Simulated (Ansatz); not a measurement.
Three curves of one kind of scan: energy against volume (even scaling of the relaxed cell, symmetry kept). The numbers are results of PBE (plane waves to 420 eV, PAW, scalar-relativistic; Ansatz, a quantum-chemistry and plane-wave program), not measurements. Each is measured from its own zero (the relaxed starting cell). 

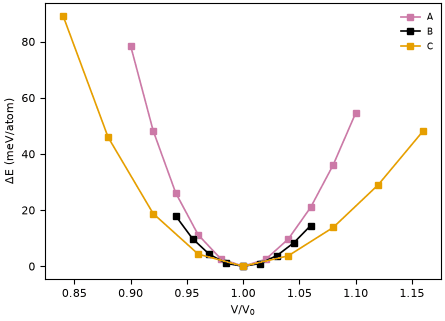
Figure. Curves A, B and C.

Q: Match the curves to these crystals:
- CsPbBr₃ (cubic perovskite), a = b = c = 6.0028 Å, α = β = γ = 90.00°
- PbS (rock salt), a = 6.009 Å, b = 6.009 Å, c = 6.009 Å, α = 90.00°, β = 90.00°, γ = 90.00°
- SrTiO$_{3}$ (cubic perovskite), a = 3.936 Å, b = 3.936 Å, c = 3.936 Å, α = 90.00°, β = 90.00°, γ = 90.00°

A: A is SrTiO3; B is PbS; C is CsPbBr3.

All were relaxed with their symmetry unable to fall. Spin-orbit coupling is left out. SrTiO3 is run without spin polarisation. The PAW data are Ansatz's earlier set. This is a high-temperature form of CsPbBr3.

(Under strain, the slope of the energy per volume gives the stress and its curvature an elastic modulus.)
